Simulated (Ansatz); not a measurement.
# BaPbO3 (Pm-3m): following an unstable mode

Which phase does BaPbO3 (Pm-3m) fall into along its unstable mode, and how much energy does it gain?

Main program and level: Ansatz 0.2.0; DFT PBEsol, scalar-relativistic, plane waves, PAW; PAW set soft_1.

### 1. The starting structure

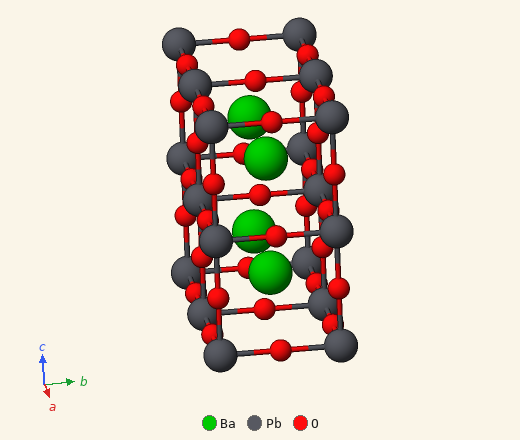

The starting structure, seen slightly off an axis (barium green, lead dark grey, oxygen red). 2×1×2 cells are drawn. Some periodic images of atoms are drawn too.

### 2. The dispersion

The cell comes from relaxations at this level that are not shown. Stability and thermal properties need the whole zone. Linear response on a 4×4×4 q mesh gives force constants as far as a supercell of that size would.

Input file input.yaml:

```yaml
crystal:
  lattice:
    - [4.2810684894, 0.0, 0.0]
    - [0.0, 4.2810684894, 0.0]
    - [0.0, 0.0, 4.2810684894]
  atoms:
    - { symbol: Ba, position: [0.5, 0.5, 0.5] }
    - { symbol: Pb, position: [0.0, 0.0, 0.0] }
    - { symbol: O, position: [0.0, 0.5, 0.0] }
    - { symbol: O, position: [0.0, 0.0, 0.5] }
    - { symbol: O, position: [0.5, 0.0, 0.0] }
kpoints:
  mp_grid: { grid: [8, 8, 8] }
hamiltonian:
  xc: pbesol
  pseudopotentials: { kind: paw, azcp: { folder: soft_1 }, xc_functional: pbe }
scf:
  occupations: { method: methfessel_paxton, width: 0.2 }
output:
  eigenvalues: true
phonons:
  method: dfpt
  qmesh: [4, 4, 4]
  temperatures: { t_max: 1000, t_step: 50 }
  qpath:
    path:
      - [[0.0, 0.0, 0.0], [0.0, 0.5, 0.0], [0.5, 0.5, 0.0], [0.0, 0.0, 0.0], [0.5, 0.5, 0.5], [0.0, 0.5, 0.0]]
      - [[0.5, 0.5, 0.5], [0.5, 0.5, 0.0]]
    npoints: 10
```

Launch:

```console
> ansatz run input.yaml --threads 4 --pin off --max-ram 10240MiB --backend cpu --events-out ev --progress --plain --runs-dir out
```

Numbers of over 12 decimals in the logs are rounded to 6 here.

The log of the run:

```text
Engine: ansatz 0.2.0, aarch64-unknown-linux-gnu
Pseudopotentials: kind: paw
Pseudopotential: Ba, paw, valence charge 10, recommended cutoff 420 eV (normal), soft_1/Ba.paw.azcp
Pseudopotential: Pb, paw, valence charge 14, recommended cutoff 420 eV (normal), soft_1/Pb.paw.azcp
Pseudopotential: O, paw, valence charge 6, recommended cutoff 420 eV (normal), soft_1/O.paw.azcp
Functional definition: PBEsol
  exchange = pbesol_x
  correlation = pbesol_c
Crystal: 5 atoms, lattice volume = 78.461 Å³
Basis set: ecut = 420 eV, 1551 PW (Γ), exchange–correlation on 60×60×60 points (8 copies of the dense FFT grid, shifted against one another)
Bands: 26, of which v1, the nominal top of the filled ones, is band 21 counted from 1 (20 counted from 0)
Symmetry: 48 space group operations
k-points: 35 of 512
Non-local potential: Ba, projectors of the file, l = 0: 3, l = 1: 2, l = 2: 2, l = 3: 2
Non-local potential: Pb, projectors of the file, l = 0: 2, l = 1: 2, l = 2: 2, l = 3: 1
Non-local potential: O, projectors of the file, l = 0: 2, l = 1: 2, l = 2: 1
PAW form: soft (Blöchl's): semilocal exchange-correlation on the pseudo side does not see the compensation charge
PAW frozen core: Ba, regenerated for the run's functional, and the local potential with it (the file was generated under x = pbe(κ = 0.804, μ = 0.219515), c = pbe(β = 0.066725))
PAW frozen core: Pb, regenerated for the run's functional, and the local potential with it (the file was generated under x = pbe(κ = 0.804, μ = 0.219515), c = pbe(β = 0.066725))
PAW frozen core: O, regenerated for the run's functional, and the local potential with it (the file was generated under x = pbe(κ = 0.804, μ = 0.219515), c = pbe(β = 0.066725))
PAW one-centre angular grid: Ba, 194 points (default); XC on 64 Gauss nodes
PAW one-centre angular grid: Pb, 590 points (default); XC on 64 Gauss nodes
PAW one-centre angular grid: O, 110 points (default); XC on 64 Gauss nodes
Initial density: superposition of atomic densities (chi_scale 0.1, normalization cell, long waves kept (reshape's long-wave potential 0.00 eV rms))
Initial wavefunctions: pseudopotential atomic-orbital guess
Functional: x = pbesol(κ = 0.804, μ = 0.123457), c = pbesol(β = 0.046)
SCF iter   1: F=—  HF=-19304.939741 eV  |F-HF|=—  |Δ(HF+E_count)|=         —  Δρ=5.67e-2  dr2=3.60e0  ethr=3.10e-3  ⟨swp⟩=11.0  Hψ=6009  notcnv=0
preconditioner: auto → Resta (q_TF=auto, 2.458 Å⁻¹)  ε∞=4.8  [insulator: Δε(μ)=0.307 eV  Ē_g=13.648 eV  σ=0.200 eV  W_gap=0.63  n_scr=18 (ndim 8)  ℏωp=26.5 eV  f_vac=0.000  D(μ)=0.30/eV (n_scr^D=0)  ε∞_Penn≈4.8]
SCF iter   2: F=—  HF=-19304.046806 eV  |F-HF|=—  |Δ(HF+E_count)|=   8.93e-1  S|Δr|=    0.00e0  Δρ=3.21e-2  dr2=1.32e0  ethr=3.10e-3  ⟨swp⟩=3.9  Hψ=1927  notcnv=0  defer=31
SCF iter   3: F=—  HF=-19303.526638 eV  |F-HF|=—  |Δ(HF+E_count)|=   5.20e-1  S|Δr|=    0.00e0  Δρ=8.21e-3  dr2=7.98e-2  ethr=3.10e-3  ⟨swp⟩=4.2  Hψ=1737  notcnv=0  defer=31
SCF iter   4: F=—  HF=-19303.498164 eV  |F-HF|=—  |Δ(HF+E_count)|=   2.85e-2  S|Δr|=    0.00e0  Δρ=1.89e-3  dr2=2.73e-3  ethr=1.90e-4  ⟨swp⟩=3.4  Hψ=2055  notcnv=0  defer=31
SCF iter   5: F=—  HF=-19303.498124 eV  |F-HF|=—  |Δ(HF+E_count)|=   3.98e-5  S|Δr|=    0.00e0  Δρ=3.56e-4  dr2=1.19e-4  ethr=6.50e-6  ⟨swp⟩=2.6  Hψ=1578  notcnv=0  defer=31
SCF iter   6: F=—  HF=-19303.498117 eV  |F-HF|=—  |Δ(HF+E_count)|=   7.67e-6  S|Δr|=    0.00e0  Δρ=7.67e-5  dr2=3.44e-6  ethr=2.84e-7  ⟨swp⟩=2.5  Hψ=1722  notcnv=0  defer=31
SCF iter   7: F=—  HF=-19303.498119 eV  |F-HF|=—  |Δ(HF+E_count)|=   2.85e-6  S|Δr|=    0.00e0  Δρ=1.91e-5  dr2=2.85e-7  ethr=8.19e-9  ⟨swp⟩=2.1  Hψ=1515  notcnv=0  defer=31
SCF iter   8: F=—  HF=-19303.498120 eV  |F-HF|=—  |Δ(HF+E_count)|=   2.91e-7  S|Δr|=    0.00e0  Δρ=4.57e-6  dr2=1.93e-8  ethr=6.80e-10  ⟨swp⟩=2.1  Hψ=1412  notcnv=0  defer=31
SCF iter   9: F=—  HF=-19303.498120 eV  |F-HF|=—  |Δ(HF+E_count)|=   2.57e-8  S|Δr|=    0.00e0  Δρ=1.25e-6  dr2=1.34e-9  ethr=4.59e-11  ⟨swp⟩=2.6  Hψ=1764  notcnv=0  defer=31
SCF iter  10: F=—  HF=-19303.498120 eV  |F-HF|=—  |Δ(HF+E_count)|=  1.60e-10  S|Δr|=    0.00e0  Δρ=4.13e-7  dr2=8.02e-11  ethr=3.20e-12  ⟨swp⟩=2.2  Hψ=1576  notcnv=0  defer=31
SCF iter  11: F=-19303.498120 eV  HF=-19303.498120 eV  |F-HF|=3.64e-12  |Δ(HF+E_count)|=  7.28e-12  S|Δr|=    0.00e0  Δρ=7.23e-8  dr2=2.64e-12  ethr=1.00e-12  ⟨swp⟩=18.6  Hψ=7142  notcnv=0
SCF 1 converged in 11 iterations: F = -19303.498120 eV  dr2 = 2.64e-12
  greatest PAW one-centre occupation: 0.986 electrons in one spin orbital (limit 2), on the Pb atom at site 1 (counted from 0), in its partial waves of l = 2
Initial density: read from a saved state, or passed on in memory by an earlier SCF of this step, an earlier step, the calling program or the single point that the run made first
iter 1 solved again at ethr=5.90e-7 eV; its pass at ethr=3.10e-3 eV (dr2=2.48e-4 eV) is discarded
SCF iter   1: F=—  HF=-19303.498120 eV  |F-HF|=—  |Δ(HF+E_count)|=         —  Δρ=2.06e-6  dr2=1.59e-9  ethr=5.90e-7  ⟨swp⟩=3.5  Hψ=7895  notcnv=0
eigensolver tolerance schedule: the retry pair's looser diagonalisation over-reported the residual by 155844.68 of it (diagonalisation noise at an unbounded share of the residual, at the tolerance the schedule requests for it); recorded, not acted on — ethr = c·dr2/N_el stays at c = 1.0e-1
preconditioner: auto → Kerker (q_TF=auto, 2.458 Å⁻¹)  [metal: Δε(μ)=0.001 eV  Ē_g=15.630 eV  σ=0.200 eV  W_gap=0.01  n_scr=18 (ndim 8)  ℏωp=27.2 eV  f_vac=0.000  D(μ)=1.01/eV (n_scr^D=6)]
SCF iter   2: F=—  HF=-19303.498120 eV  |F-HF|=—  |Δ(HF+E_count)|=   4.65e-7  S|Δr|=    0.00e0  Δρ=1.01e-6  dr2=2.51e-10  ethr=3.79e-12  ⟨swp⟩=5.2  Hψ=2956  notcnv=0
SCF iter   3: F=—  HF=-19303.498120 eV  |F-HF|=—  |Δ(HF+E_count)|=  6.18e-11  S|Δr|=    0.00e0  Δρ=6.69e-7  dr2=1.24e-10  ethr=1.00e-12  ⟨swp⟩=1.2  Hψ=920  notcnv=0
SCF iter   4: F=—  HF=-19303.498120 eV  |F-HF|=—  |Δ(HF+E_count)|=  2.55e-11  S|Δr|=    0.00e0  Δρ=3.34e-7  dr2=4.09e-11  ethr=1.00e-12  ⟨swp⟩=1.3  Hψ=919  notcnv=0
SCF iter   5: F=—  HF=-19303.498120 eV  |F-HF|=—  |Δ(HF+E_count)|=  7.28e-12  S|Δr|=    0.00e0  Δρ=2.64e-7  dr2=2.62e-11  ethr=1.00e-12  ⟨swp⟩=1.3  Hψ=938  notcnv=0
SCF iter   6: F=—  HF=-19303.498120 eV  |F-HF|=—  |Δ(HF+E_count)|=    0.00e0  S|Δr|=    0.00e0  Δρ=1.93e-7  dr2=1.41e-11  ethr=1.00e-12  ⟨swp⟩=1.2  Hψ=932  notcnv=0
SCF iter   7: F=-19303.498120 eV  HF=-19303.498120 eV  |F-HF|=3.64e-12  |Δ(HF+E_count)|=  7.28e-12  S|Δr|=    0.00e0  Δρ=1.08e-7  dr2=4.47e-12  ethr=1.00e-12  ⟨swp⟩=5.6  Hψ=3002  notcnv=0
SCF 2 converged in 7 iterations: F = -19303.498120 eV  dr2 = 4.47e-12
phonons: the bands overlap, so this run is a metal and interpolates without the dipole-dipole term. If the crystal is really an insulator or semiconductor, its LO-TO splitting is missing
NSCF: frozen V_eff on 35 k-points
WARN: eigensolver did not converge in 5 slots of this pass, the one above among them; of largest residual over every band (k=13): 1 band(s) unlocked (lowest unlocked band 25, counted from 0; max residual 3.88e-5 eV among the unlocked bands, 3.88e-5 eV over every band); of lowest unlocked band (k=13): band 25
NSCF: frozen V_eff on 125 k-points
DFPT response loops at q = (0, 0, 0) (fractional): preconditioner auto → Kerker (q_TF=auto, 2.458 Å⁻¹) (partly filled bands, converged f_vac=0.000); β = 1.00, the filter's whole step (`scf.mixing.beta` (0.50) is not read by the response loops under this deck's `scf.mixing.preconditioner`; to damp them name `kerker` or `kerker_dos`, under which they read `scf.mixing.beta`, and type it under 1.00, their step now; both keys bind the ground state too); Broyden in place of MSR1
NSCF: frozen V_eff on 400 k-points
DFPT response loops at q = (0, 0, 0.25) (fractional): mixed as the last ones told, above
NSCF: frozen V_eff on 250 k-points
DFPT response loops at q = (0, 0, -0.5) (fractional): mixed as the last ones told, above
NSCF: frozen V_eff on 640 k-points
DFPT response loops at q = (0, 0.25, 0.25) (fractional): mixed as the last ones told, above
NSCF: frozen V_eff on 400 k-points
DFPT response loops at q = (0, 0.25, -0.5) (fractional): mixed as the last ones told, above
NSCF: frozen V_eff on 250 k-points
DFPT response loops at q = (0, -0.5, -0.5) (fractional): mixed as the last ones told, above
NSCF: frozen V_eff on 1024 k-points
DFPT response loops at q = (0.25, 0.25, 0.25) (fractional): mixed as the last ones told, above
NSCF: frozen V_eff on 640 k-points
DFPT response loops at q = (0.25, 0.25, -0.5) (fractional): mixed as the last ones told, above
NSCF: frozen V_eff on 400 k-points
DFPT response loops at q = (0.25, -0.5, -0.5) (fractional): mixed as the last ones told, above
NSCF: frozen V_eff on 250 k-points
DFPT response loops at q = (-0.5, -0.5, -0.5) (fractional): mixed as the last ones told, above
SCF converged after 11 iterations
Stability not checked: this state was not tested for a lower state beside it, because cold or Methfessel-Paxton smearing, or corrected tetrahedra, fill the levels in a way that the test cannot read (fill_not_monotonic; see scf.lower_state_search)
Free energy (F): -19303.498120 eV
Harris-Foulkes:  -19303.498120 eV  (|F-HF|=3.64e-12)
Internal energy: -19303.509129 eV  (E = F + TS)
E sigma→0 (E₀):  -19303.500872 eV
Entropy (-TS):   0.011009 eV (2.202 meV/atom)
Fermi energy:    9.133921 eV
--- Per-component energies (eV) ---
  E_band       = -15.329036
  E_kinetic    = 958.979891
  E_local      = -2322.977761  (includes V_loc(G=0)·N_el)
  E_nonlocal   = 567.517733
  E_hartree    = 888.829646
  E_xc         = -608.539443
  E_vxc        = -533.905020  (∫ρ·V_xc dr)
  E_paw        = -15836.631062  (= ΣΔE_a)
  E_vpaw       = -462.605330  (= ΣTr[D̂ρ^β])
  E_aug_tail   = 0.002234  (compensation charges beyond the density's cutoff)
  E_ewald      = -2951.009838
  E_core_change = 0.319471  (= ΣΔE_core)
  E_smearing   = 0.011009  (= −TS)
  E_closure    = -0.000000  (closes the sum)
  Σ components = -19303.498120   (vs F -19303.498120, Δ=0.00e0)
--- Band table (eV; the first three rows and the last of 35) ---
  k-point 0: bands = [... 17 lower, 8.1490, 8.1490, 8.5166, 8.5166, 8.5166, 13.8033, 13.8033, 15.5002, ... 1 higher]
  k-point 1: bands = [... 17 lower, 8.1201, 8.1201, 8.4847, 8.4847, 8.9870, 14.0241, 14.0325, 15.7890, ... 1 higher]
  k-point 2: bands = [... 17 lower, 8.0625, 8.0625, 8.4093, 8.4093, 10.3010, 14.5671, 14.6166, 16.2365, ... 1 higher]
  k-point 34: bands = [... 17 lower, 9.0650, 9.0650, 9.1350, 9.1350, 13.9133, 13.9133, 13.9133, 15.8997, ... 1 higher]
--- Phonons (Γ-DFPT): 4 representative perturbations + reference (Σ response iterations 13) ---
  ASR residual: 4.749e-5 → 0.000e0 eV/Å²; symmetrization residual: 1.159e-6 eV/Å²
  ASR residual per site (eV/Å²): 2.54e-6 4.59e-6 4.75e-5 4.75e-5 4.75e-5
  Γ frequencies (cm⁻¹): 0.00 0.00 0.00 44.03 44.03 44.03 83.25 83.25 83.25 130.93 130.93 130.93 564.33 564.33 564.33
--- Phonons (arbitrary-q DFPT): 10 irreducible q on the 4×4×4 mesh ---
  q = [0.0000, 0.0000, 0.0000] (star 1, of the zone-centre solve; hermiticity 1.32e-7, symmetrization 2.97e-12): -0.00 0.00 0.00 44.03 44.03 44.03 83.25 83.25 83.25 130.93 130.93 130.93 564.33 564.33 564.33
  q = [0.0000, 0.0000, 0.2500] (star 6, 9 solved perturbations in 1560 linear systems a pass and spin channel, the states on 200 of 512 k-point pairs; hermiticity 2.93e-7, symmetrization 7.18e-13): 40.24 40.24 59.88 59.88 78.71 102.07 102.07 110.73 125.24 130.52 130.52 222.60 568.14 568.14 578.99
  q = [0.0000, 0.0000, -0.5000] (star 3, 9 solved perturbations in 975 linear systems a pass and spin channel, the states on 125 of 512 k-point pairs; hermiticity 6.49e-8, symmetrization 6.74e-13): 52.50 52.50 72.47 72.47 99.59 120.57 120.57 131.22 131.22 135.00 161.43 282.16 572.01 572.01 591.25
  q = [0.0000, 0.2500, 0.2500] (star 12, 9 solved perturbations in 2460 linear systems a pass and spin channel, the states on 320 of 512 k-point pairs; hermiticity 2.97e-7, symmetrization 2.16e-14): -80.03 35.87 51.64 76.11 77.70 97.10 116.52 124.20 132.11 162.94 168.76 264.70 501.38 572.09 626.66
  q = [0.0000, 0.2500, -0.5000] (star 12, 15 solved perturbations on 200 of 512 k-point pairs; hermiticity 1.87e-7, symmetrization 1.44e-14): -108.48 51.83 57.89 64.51 87.47 111.47 131.45 135.44 146.01 174.53 196.12 285.98 468.09 575.98 635.81
  q = [0.0000, -0.5000, -0.5000] (star 3, 9 solved perturbations in 975 linear systems a pass and spin channel, the states on 125 of 512 k-point pairs; hermiticity 1.32e-7, symmetrization 1.99e-13): -150.23 27.50 27.50 60.67 97.27 136.14 136.14 142.10 142.10 208.80 208.80 292.64 310.37 579.82 642.33
  q = [0.2500, 0.2500, 0.2500] (star 8, 4 solved perturbations in 1376 linear systems a pass and spin channel, the states on 512 of 512 k-point pairs; hermiticity 1.77e-7, symmetrization 3.12e-13): -99.26 -62.26 -62.26 56.66 56.66 73.53 141.93 148.70 148.70 195.12 195.12 270.90 503.83 503.83 646.44
  q = [0.2500, 0.2500, -0.5000] (star 12, 9 solved perturbations in 2460 linear systems a pass and spin channel, the states on 320 of 512 k-point pairs; hermiticity 1.64e-7, symmetrization 1.65e-13): -125.05 -93.47 -68.70 61.26 63.54 66.84 147.61 149.67 183.02 206.11 215.13 274.94 451.50 506.94 652.68
  q = [0.2500, -0.5000, -0.5000] (star 6, 9 solved perturbations in 1560 linear systems a pass and spin channel, the states on 200 of 512 k-point pairs; hermiticity 1.06e-7, symmetrization 1.21e-13): -157.67 -113.92 -113.92 63.82 63.82 65.67 150.33 184.53 184.53 226.15 226.15 268.53 316.05 493.26 656.44
  q = [-0.5000, -0.5000, -0.5000] (star 1, 4 solved perturbations in 350 linear systems a pass and spin channel, the states on 125 of 512 k-point pairs; hermiticity 5.43e-8, symmetrization 1.53e-13): -163.44 -163.44 -163.44 65.58 65.58 65.58 189.91 189.91 189.91 240.92 240.92 240.92 319.76 319.76 658.28
  sum rule: each row above includes the acoustic sum rule's correction from the zone centre's row sums; it moved no ω² by more than (0.90 cm⁻¹)²
  mesh force constants: q→R imaginary residual 1.21e-18; ASR residual 4.749e-5 → 0.000e0 eV/Å²; symmetrization residual 1.421e-14 eV/Å²
  interpolated dispersion: 62 rows × 15 modes
  density of states and harmonic sums: on the 16×16×16 q-mesh, interpolated from the force constants of a 4×4×4 supercell (no non-analytic term)
  largest difference from the sums on the solved wave vectors: F 7.52e-2 eV, S 9.08e-5 and C_V 2.16e-5 eV/K
  zero-point energy: 0.185078 eV/cell   skipped modes (ω ≤ 0): 251, of them read as no rigid motion or as one in doubt: 248 (1.552e0 modes/cell left out, lowest -163.44 cm⁻¹)   left out of the sums: 1.03e-1 of the cell's modes: C_V's classical limit lies that fraction below 3 k_B per atom; for a crystal, a wire or a layer, F and S can be off by more, and a phonons.interpolated_qmesh denser along its periods is the remedy for the sampling
```

Run time: 11 min. Hardware: 4 threads of Arm Neoverse V2, shared host; peak memory 2.6 GiB.

Numbers from this step:

- volume per atom: 15.69 Å³
- gap on the k-mesh: 0 eV
- sum-rule residual before enforcement: 4.75e-5 eV/Å²
- lowest frequency on the path: -163.4 cm⁻¹
- point group: m-3m
- highest frequency on the path or at a solved wavevector: 659.7 cm⁻¹
- highest optical mode at the zone centre (no LO-TO term): 564.3 cm⁻¹
- lowest optical zone-centre mode: 44.03 cm⁻¹
- lowest mode on the q mesh (acoustic modes at Γ apart): -163.4 cm⁻¹

Frequencies (cm⁻¹) solved at each irreducible wavevector; negative means imaginary. Frequencies by wavevector, by row:

```
q in reciprocal lattice units  star  mode 1  mode 2  mode 3  mode 4  mode 13  mode 14  mode 15
                        0 0 0     1       0       0       0      44    564.3    564.3    564.3
                     0 0 0.25     6    40.2    40.2    59.9    59.9    568.1    568.1      579
                     0 0 -0.5     3    52.5    52.5    72.5    72.5      572      572    591.2
                  0 0.25 0.25    12     -80    35.9    51.6    76.1    501.4    572.1    626.7
                  0 0.25 -0.5    12  -108.5    51.8    57.9    64.5    468.1      576    635.8
                  0 -0.5 -0.5     3  -150.2    27.5    27.5    60.7    310.4    579.8    642.3
               0.25 0.25 0.25     8   -99.3   -62.3   -62.3    56.7    503.8    503.8    646.4
               0.25 0.25 -0.5    12    -125   -93.5   -68.7    61.3    451.5    506.9    652.7
               0.25 -0.5 -0.5     6  -157.7  -113.9  -113.9    63.8    316.1    493.3    656.4
               -0.5 -0.5 -0.5     1  -163.4  -163.4  -163.4    65.6    319.8    319.8    658.3
```

Interpolated from a 4×4×4 q mesh. The phonon branches at the labelled points (cm⁻¹):

| point | branch 1 | branch 2 | branch 3 | branch 4 | branch 12 | branch 13 | branch 14 | branch 15 |
| --- | --- | --- | --- | --- | --- | --- | --- | --- |
| Γ | 0 | 0 | 0 | 44 | 131 | 564 | 564 | 564 |
| X | 52 | 52 | 72 | 72 | 282 | 572 | 572 | 591 |
| M | -150 | 28 | 28 | 61 | 293 | 310 | 580 | 642 |
| Γ | 0 | 0 | 0 | 44 | 131 | 564 | 564 | 564 |
| R | -163 | -163 | -163 | 66 | 241 | 320 | 320 | 658 |
| X | 52 | 52 | 72 | 72 | 282 | 572 | 572 | 591 |
| jump to R | -163 | -163 | -163 | 66 | 241 | 320 | 320 | 658 |
| M | -150 | 28 | 28 | 61 | 293 | 310 | 580 | 642 |

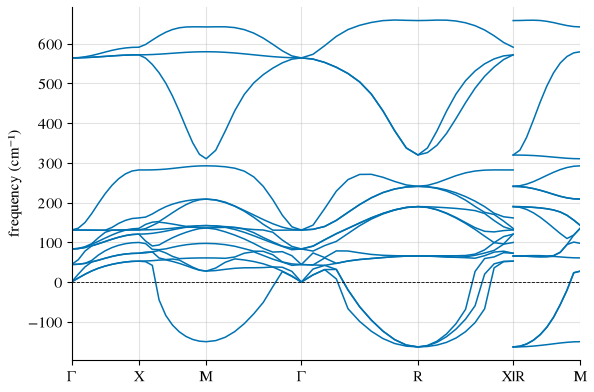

Phonon branches along the path.

Symmetry leaves 10 wavevectors to solve. The lowest mode among them, the acoustic zeros apart, lies at q = (-0.5, -0.5, -0.5) and is imaginary, 163.4i cm⁻¹, so the energy falls along it.

[end of part 1 of 3]

[Logs are printed without paths, hosts, clocks, repeated set-up lines and the standing remarks that a program may print on its own settings, such as how far it seeks lower states.]

[Hosts, paths, dates, database ids (printed as entryN), source tags and the programs' standing remarks are cut or masked in the printed files.]
